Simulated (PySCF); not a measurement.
**UPBE0/STO-3G run of SiH2SF (SMILES F[SiH]S)**

Aim: the vertical doublet–quartet gap of SiH2SF at UPBE0/STO-3G, from 2 runs. Input form: a Python script.

The results are computed with PySCF 2.14.0.

5 further runs of the same task are left out: 1 that didn't finish, 4 set aside as unsound or not needed.

### Step 1. The molecule

SiH2SF has 5 atoms, charge 0, and is taken as a doublet. SMILES: `F[SiH]S`. The coordinates come from a PBE0-D4/def2-TZVP relaxation. This is one conformer, not always the lowest.

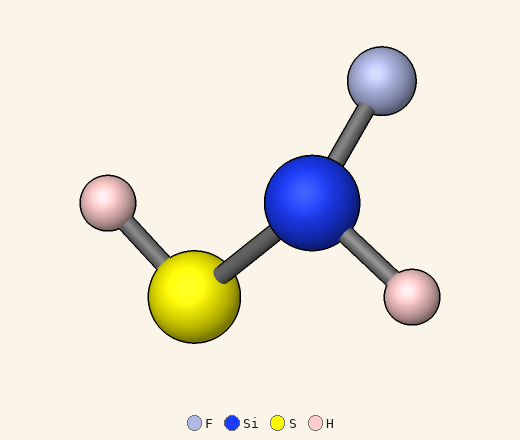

The structure, seen from a chosen angle (fluorine light blue, silicon blue, sulfur yellow, hydrogen pink).

### Step 2. A single-point energy at UPBE0/STO-3G

Contents of input.py:

```python
from pyscf import gto, dft

mol = gto.M(
    atom='''
F   -1.242300  -0.527200   1.134200
Si  -0.629400  -0.168000  -0.303300
S    1.400700   0.438500  -0.191800
H   -0.621800  -1.416500  -1.115500
H    1.142700   1.599500   0.435000
''',
    charge=0,
    basis='sto-3g',
    verbose=4,
    max_memory=1860,
    spin=1,
)

calc0 = dft.UKS(mol, xc='pbe0')
calc0.conv_tol = 1e-10
calc0.grids.level = 5
calc0.kernel()
if not calc0.converged:
    calc0 = calc0.newton().run(calc0.mo_coeff, calc0.mo_occ)

energy = calc0.e_tot
print('Final energy', energy)
```

Launch:

```sh
OMP_NUM_THREADS=1 python input.py
```

The program printed:

```text
PySCF version 2.14.0

[INPUT] num. atoms = 5
[INPUT] num. electrons = 41
[INPUT] charge = 0
[INPUT] spin (= nelec alpha-beta = 2S) = 1
[INPUT] symmetry False subgroup None
[INPUT] Mole.unit = angstrom
[INPUT] Symbol           X                Y                Z      unit          X                Y                Z       unit  Magmom
[INPUT]  1 F     -1.242300000000  -0.527200000000   1.134200000000 AA   -2.347606764547  -0.996263612871   2.143327370482 Bohr   0.0
[INPUT]  2 Si    -0.629400000000  -0.168000000000  -0.303300000000 AA   -1.189393622801  -0.317473988927  -0.573153933581 Bohr   0.0
[INPUT]  3 S      1.400700000000   0.438500000000  -0.191800000000 AA    2.646939382678   0.828644905622  -0.362449470692 Bohr   0.0
[INPUT]  4 H     -0.621800000000  -1.416500000000  -1.115500000000 AA   -1.175031704255  -2.676797055446  -2.107989491952 Bohr   0.0
[INPUT]  5 H      1.142700000000   1.599500000000   0.435000000000 AA    2.159390042540   3.022616936242   0.822030864186 Bohr   0.0

nuclear repulsion = 142.484404766028
number of shells = 15
number of NR pGTOs = 75
number of NR cGTOs = 25
basis = sto-3g
ecp = {}

******** <class 'pyscf.dft.uks.UKS'> ********
method = UKS
initial guess = minao
damping factor = 0
level_shift factor = 0
DIIS = <class 'pyscf.scf.diis.CDIIS'>
diis_start_cycle = 1
diis_space = 8
diis_damp = 0
SCF conv_tol = 1e-10
SCF conv_tol_grad = None
SCF max_cycles = 50
direct_scf = True
direct_scf_tol = 1e-13
number electrons alpha = 21  beta = 20
XC library pyscf.dft.libxc version 7.0.0
    S. Lehtola, C. Steigemann, M. J.T. Oliveira, and M. A.L. Marques.,  SoftwareX 7, 1–5 (2018)
XC functionals = pbe0
radial grids:
    Treutler-Ahlrichs [JCP 102, 346 (1995); DOI:10.1063/1.469408] (M4) radial grids

becke partition: Becke, JCP 88, 2547 (1988); DOI:10.1063/1.454033
pruning grids: <function nwchem_prune>
grids dens level: 5
symmetrized grids: False
atomic radii adjust function: <function treutler_atomic_radii_adjust>
small_rho_cutoff = 0
Set gradient conv threshold to 1e-05
tot grids = 177560
init E= -778.935690874561
[... the frontier-level lines of each cycle are left out ...]


cycle= 1 E= -779.058732989917  delta_E= -0.123  |g|= 0.301  |ddm|= 1.98
cycle= 2 E= -778.949785556966  delta_E= 0.109  |g|= 0.55  |ddm|= 1.33
cycle= 3 E= -779.147611058806  delta_E= -0.198  |g|= 0.066  |ddm|= 0.78
cycle= 4 E= -779.151499079784  delta_E= -0.00389  |g|= 0.0186  |ddm|= 0.173
cycle= 5 E= -779.151864495604  delta_E= -0.000365  |g|= 0.00212  |ddm|= 0.047
cycle= 6 E= -779.151872860812  delta_E= -8.37e-06  |g|= 0.000776  |ddm|= 0.00815
cycle= 7 E= -779.151873765817  delta_E= -9.05e-07  |g|= 0.000134  |ddm|= 0.00259
cycle= 8 E= -779.151873805609  delta_E= -3.98e-08  |g|= 4.33e-05  |ddm|= 0.000628
cycle= 9 E= -779.151873807813  delta_E= -2.2e-09  |g|= 1.04e-05  |ddm|= 0.00011
cycle= 10 E= -779.151873807991  delta_E= -1.78e-10  |g|= 1.69e-06  |ddm|= 3.57e-05
cycle= 11 E= -779.151873807996  delta_E= -5.23e-12  |g|= 2.68e-07  |ddm|= 9.13e-06
Extra cycle  E= -779.151873807998  delta_E= -1.36e-12  |g|= 1.9e-07  |ddm|= 1.1e-06
converged SCF energy = -779.151873807998  <S^2> = 0.7514575  2S+1 = 2.001457
Final energy -779.1518738079978
```

It took 7.2 s on 1 thread of Arm Neoverse V1, shared host; peak memory 0.23 GiB.

### Step 3. The quartet at the same level

Contents of start.xyz:

```xyz
5
FH2SSi
F     -1.242300    -0.527200     1.134200
Si    -0.629400    -0.168000    -0.303300
S      1.400700     0.438500    -0.191800
H     -0.621800    -1.416500    -1.115500
H      1.142700     1.599500     0.435000
```

Contents of run.py:

```python
from pyscf import gto, dft

mol = gto.M(
    atom='start.xyz',
    max_memory=1860,
    spin=3,
    charge=0,
    basis='sto-3g',
    verbose=4,
)

mf = dft.UKS(mol)
mf.xc = 'pbe0'
mf.conv_tol = 1e-10
mf.grids.level = 5
mf.kernel()
if not mf.converged:
    mf = mf.newton().run(mf.mo_coeff, mf.mo_occ)

etot = mf.e_tot
print(f'total energy: {etot:.8f} hartree')
```

Launch:

```sh
OMP_NUM_THREADS=1 python run.py
```

The program printed:

```text
PySCF version 2.14.0

[INPUT] num. atoms = 5
[INPUT] num. electrons = 41
[INPUT] charge = 0
[INPUT] spin (= nelec alpha-beta = 2S) = 3
[INPUT] symmetry False subgroup None
[INPUT] Mole.unit = angstrom
[INPUT] Symbol           X                Y                Z      unit          X                Y                Z       unit  Magmom
[INPUT]  1 F     -1.242300000000  -0.527200000000   1.134200000000 AA   -2.347606764547  -0.996263612871   2.143327370482 Bohr   0.0
[INPUT]  2 Si    -0.629400000000  -0.168000000000  -0.303300000000 AA   -1.189393622801  -0.317473988927  -0.573153933581 Bohr   0.0
[INPUT]  3 S      1.400700000000   0.438500000000  -0.191800000000 AA    2.646939382678   0.828644905622  -0.362449470692 Bohr   0.0
[INPUT]  4 H     -0.621800000000  -1.416500000000  -1.115500000000 AA   -1.175031704255  -2.676797055446  -2.107989491952 Bohr   0.0
[INPUT]  5 H      1.142700000000   1.599500000000   0.435000000000 AA    2.159390042540   3.022616936242   0.822030864186 Bohr   0.0

nuclear repulsion = 142.484404766028
number of shells = 15
number of NR pGTOs = 75
number of NR cGTOs = 25
basis = sto-3g
ecp = {}

******** <class 'pyscf.dft.uks.UKS'> ********
method = UKS
initial guess = minao
damping factor = 0
level_shift factor = 0
DIIS = <class 'pyscf.scf.diis.CDIIS'>
diis_start_cycle = 1
diis_space = 8
diis_damp = 0
SCF conv_tol = 1e-10
SCF conv_tol_grad = None
SCF max_cycles = 50
direct_scf = True
direct_scf_tol = 1e-13
number electrons alpha = 22  beta = 19
XC library pyscf.dft.libxc version 7.0.0
    S. Lehtola, C. Steigemann, M. J.T. Oliveira, and M. A.L. Marques.,  SoftwareX 7, 1–5 (2018)
XC functionals = pbe0
radial grids:
    Treutler-Ahlrichs [JCP 102, 346 (1995); DOI:10.1063/1.469408] (M4) radial grids

becke partition: Becke, JCP 88, 2547 (1988); DOI:10.1063/1.454033
pruning grids: <function nwchem_prune>
grids dens level: 5
symmetrized grids: False
atomic radii adjust function: <function treutler_atomic_radii_adjust>
small_rho_cutoff = 0
Set gradient conv threshold to 1e-05
tot grids = 177560
init E= -778.935690874561
[... the frontier-level lines of each cycle are left out ...]


cycle= 1 E= -778.727995384846  delta_E= 0.208  |g|= 0.276  |ddm|= 2.71


cycle= 2 E= -776.934381303662  delta_E= 1.79  |g|= 1.56  |ddm|= 3.57


cycle= 3 E= -778.712644857427  delta_E= -1.78  |g|= 0.383  |ddm|= 2.55


cycle= 4 E= -778.836735836282  delta_E= -0.124  |g|= 0.0541  |ddm|= 0.839


cycle= 5 E= -778.840259548023  delta_E= -0.00352  |g|= 0.0229  |ddm|= 0.241


cycle= 6 E= -778.841294619605  delta_E= -0.00104  |g|= 0.00755  |ddm|= 0.131


cycle= 7 E= -778.84155021139  delta_E= -0.000256  |g|= 0.00599  |ddm|= 0.101


cycle= 8 E= -778.841620455823  delta_E= -7.02e-05  |g|= 0.00353  |ddm|= 0.031


cycle= 9 E= -778.841690141542  delta_E= -6.97e-05  |g|= 0.00163  |ddm|= 0.0724


cycle= 10 E= -778.841701645659  delta_E= -1.15e-05  |g|= 0.000706  |ddm|= 0.0179


cycle= 11 E= -778.841705659051  delta_E= -4.01e-06  |g|= 0.000186  |ddm|= 0.0192


cycle= 12 E= -778.841705808686  delta_E= -1.5e-07  |g|= 2.19e-05  |ddm|= 0.00387


cycle= 13 E= -778.841705811161  delta_E= -2.47e-09  |g|= 4.28e-06  |ddm|= 0.000472


cycle= 14 E= -778.841705811229  delta_E= -6.79e-11  |g|= 1.17e-06  |ddm|= 5.36e-05


Extra cycle  E= -778.841705811233  delta_E= -3.87e-12  |g|= 1.15e-06  |ddm|= 1.33e-05
converged SCF energy = -778.841705811233  <S^2> = 3.7526614  2S+1 = 4.0013305
total energy: -778.84170581 hartree
```

Wall time 8.4 s (1 thread of Arm Neoverse V1, shared host); peak memory 0.23 GiB.

### Step 4. Results

Level: UPBE0/STO-3G.

| quantity | value |
| --- | --- |
| doublet: total energy | -779.15187 Eh |
| doublet: dipole moment | 1.07 D |
| doublet: HOMO energy (highest over α and β) | -2.46 eV |
| doublet: LUMO energy (lowest over α and β) | 1.18 eV |
| doublet: ⟨S²⟩ | 0.751 |
| quartet: total energy | -778.84171 Eh |
| quartet: dipole moment | 1.63 D |
| quartet: ⟨S²⟩ | 3.753 |
| vertical energy of the quartet above the doublet | 8.440 eV |

At this shape the quartet lies 8.44 eV (195 kcal/mol) above the doublet. In a minimal basis such a difference can be off by several eV, whatever the method. Mulliken charges (doublet) run from -0.22 on F1 to +0.45 on Si2; they depend strongly on the basis.
